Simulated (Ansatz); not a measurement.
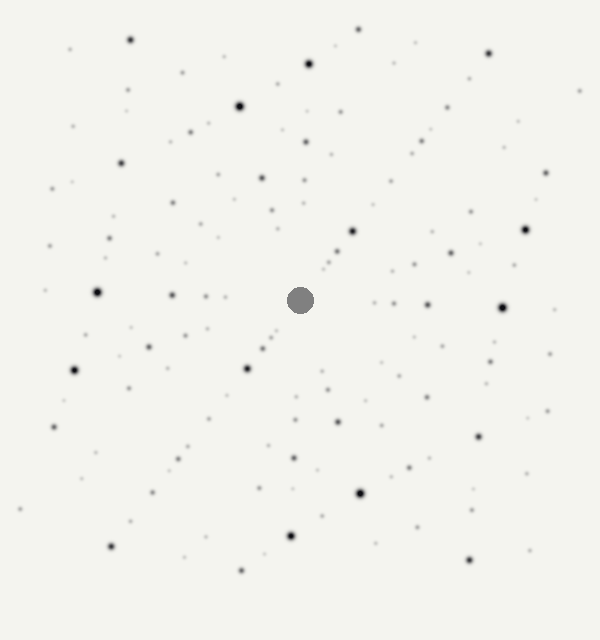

Simulated back-reflection Laue pattern (white X-rays, 0.45 to 2.2 Å, flat plate covering ±45° about the beam, kinematic intensities, seen from the source).

**Which symmetry elements lie along the beam?**

2mm: a twofold axis with two mirror lines.

The crystal is Ge, space group Fd-3m (No. 227), a = 5.630 Å. Structure: the input geometry of an electronic-structure calculation (not necessarily at equilibrium).

**Which direction points towards the source?**

[110] or one equivalent to it by a rotation of the Laue group. In Laue class m-3m no other family of directions with a member of indices 0 and ±1 has this symmetry.
